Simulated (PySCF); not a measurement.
SMILES N[SiH2][SiH2][SiH2]N at its GFN2-xTB optimised geometry (Å):

```
15

Si    -2.5153    -0.0771     0.0000
N     -3.2867    -0.8093     1.3661
Si    -0.1975    -0.0771     0.0000
Si     0.8766     0.9399    -1.7845
N      2.6075     0.9283    -1.7513
H     -3.0701     1.2811     0.0000
H     -3.0708    -0.8284    -1.1310
H     -3.1889    -1.8048     1.4874
H     -3.1888    -0.3591     2.2622
H      0.2955    -1.4671     0.1452
H      0.2949     0.5083     1.2695
H      0.5609     2.3694    -1.8809
H      0.5695     0.2876    -3.0621
H      3.0768     0.0419    -1.8488
H      3.0708     1.4671    -1.0369
```

Computed with PySCF 2.14.0 with PBE0/def2-TZVP. Cells within 0.4 Å of a nucleus heavier than hydrogen are left out (blank, or x).

Map of the deformation density (molecule minus spherical neutral atoms) (e/bohr³) on the plane z = 1.0 Å:

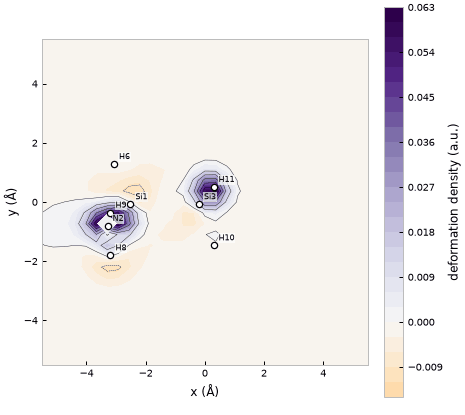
*Deformation density (molecule minus spherical neutral atoms) (e/bohr³) on the plane z = 1.0 Å.*
